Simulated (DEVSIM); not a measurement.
Device: Schottky contact on n-type InP, at 500 K.

```
layer (left to right)  material  thickness (μm)  Nd (cm⁻³)  τn (s)  τp (s)
---------------------  --------  --------------  ---------  ------  ------
1                           InP           0.580     4.1e15  6.1e-9  6.1e-9
```

Left contact: Schottky, work function 4.85 eV, emission velocity 3.2e6 cm/s. Right contact: ohmic. Voltage is applied to the left contact. Recombination: SRH at mid-gap, radiative. Mobility is μmin + (μ − μmin)/(1 + (N/Nref)^α).

The device is made up for the run: typed textbook-type constants, with dimensions and the other settings drawn at random. Values at 300 K; Nc and Nv go as T^1.5, mobilities as T to minus their exponent, the gap by Varshni's rule with the affinity fixed.

| parameter | InP |
|---|---|
| gap (eV) | 1.344 |
| affinity (eV) | 4.38 |
| permittivity | 12.5 |
| Nc (cm⁻³) | 5.7e17 |
| Nv (cm⁻³) | 1.1e19 |
| μn (cm²/Vs) | 5200 |
| μp (cm²/Vs) | 170 |
| μn,min | 400 |
| μp,min | 10 |
| Nref,n | 3e17 |
| Nref,p | 4.9e17 |
| αn | 0.47 |
| αp | 0.62 |
| T exponent of μn | 2 |
| T exponent of μp | 2 |
| B (cm³/s) | 1.2e-10 |
| Varshni α (eV/K) | 0.000363 |
| Varshni β (K) | 162 |

DEVSIM, 1D drift-diffusion, Boltzmann statistics, complete ionisation; no tunnelling, impact ionisation, image-force lowering or self-heating. Metal contacts follow the ideal Schottky-Mott rule: no Fermi-level pinning, no interface dipoles.

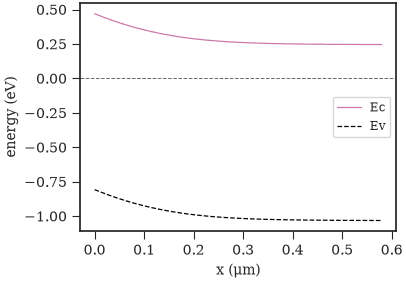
Fig. 1. Band edges at zero bias

Energies count from the Fermi level of the right contact; mesh points crowd at the junctions.

```csv
x (μm),Ec (eV),Ev (eV),n (cm⁻³),p (cm⁻³),field (V/cm)
0.000,0.470,-0.808,2.2e13,1.7e11,-15000
0.006601,0.460,-0.817,2.8e13,1.4e11,-14000
0.01486,0.449,-0.829,3.7e13,1.0e11,-14000
0.02331,0.437,-0.840,4.8e13,8.0e10,-13000
0.04058,0.415,-0.862,8.0e13,4.8e10,-12000
0.05738,0.395,-0.882,1.3e14,3.0e10,-11000
0.07841,0.373,-0.905,2.1e14,1.8e10,-10000
0.1149,0.340,-0.938,4.6e14,8.3e9,-8100
0.1439,0.318,-0.959,7.6e14,5.0e9,-6700
0.1866,0.294,-0.984,1.3e15,2.9e9,-4800
0.2401,0.273,-1.004,2.2e15,1.8e9,-3000
0.3235,0.257,-1.021,3.2e15,1.2e9,-1300
0.3803,0.251,-1.026,3.6e15,1.1e9,-680
0.4257,0.249,-1.029,3.8e15,1.0e9,-410
0.4673,0.248,-1.030,3.9e15,9.8e8,-270
0.4952,0.247,-1.031,4.0e15,9.7e8,-200
0.5175,0.247,-1.031,4.0e15,9.6e8,-170
0.5353,0.246,-1.031,4.0e15,9.5e8,-150
0.5536,0.246,-1.032,4.1e15,9.5e8,-140
0.5626,0.246,-1.032,4.1e15,9.4e8,-140
0.5714,0.246,-1.032,4.1e15,9.4e8,-130
0.5800,0.246,-1.032,4.1e15,9.4e8,-130
```
